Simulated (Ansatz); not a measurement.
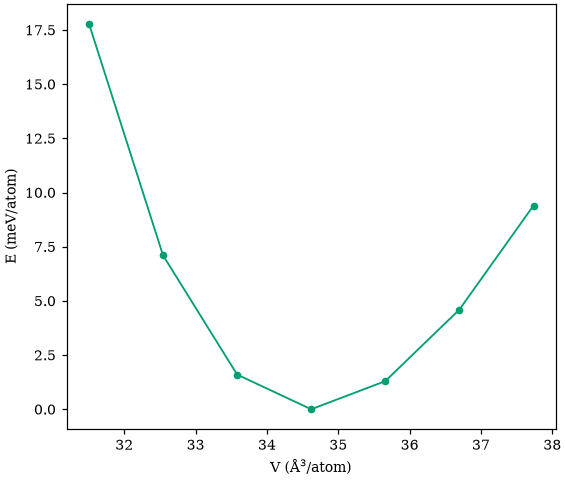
*PbIBr in space group Pnma (No. 62; Pb on 4c, I on 4c, Br on 4c) under volume change, the program Ansatz at the r²SCAN+D4 level (PAW), shape and atoms relaxed at each volume.*

### Question
What does a third-order Birch–Murnaghan fit give for V₀, B₀ and B′?

### Answer
V₀ = 34.64 Å³/atom, B₀ = 14.6 GPa, B′ = 9.4.

The workflow started from a Materials Project entry (that database holds measured and hypothetical structures alike); the Crystallography Open Database copy checked does not list it. Whether it is the stable phase at ambient conditions was not checked. The cell was relaxed with r²SCAN+D4 under the symmetry of its start; whether a distortion lowers the energy is not shown. Spin–orbit coupling is left out wherever it is not named.

Potentials: the later of the program's two PAW sets.
